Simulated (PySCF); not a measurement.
Vertical excitations of a molecule C3H6GeO from PySCF with TDA-B3LYP/def2-SVPD, as energy in eV (oscillator strength): 6.15 (0.008), 6.35 (0.001), 6.46 (0.000), 6.57 (0.049), 6.68 (0.001), 6.69 (0.002), 6.71 (0.010), 7.04 (0.009), 7.28 (0.067), 7.58 (0.049). Lowest triplet (TDA): 5.24 eV. The structure is a stationary point at B3LYP-D3(BJ)/def2-SVP. The values are those of a single conformer.

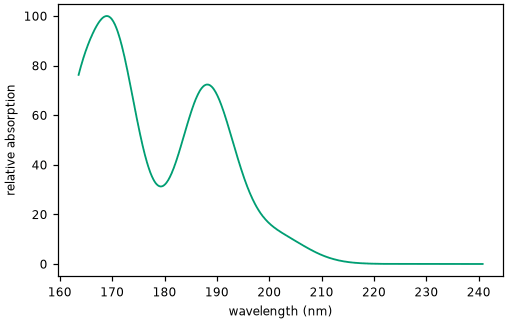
The lines broadened by 0.4 eV.

Task: Which structure fits?
(A) C=[CH][GeH2][CH]=O
(B) C1=C[O][GeH2][CH2]1
(C) O=[C]1C[CH2][GeH2]1
(D) C#C[CH2][GeH2][OH]

Result: D, C#C[CH2][GeH2][OH]
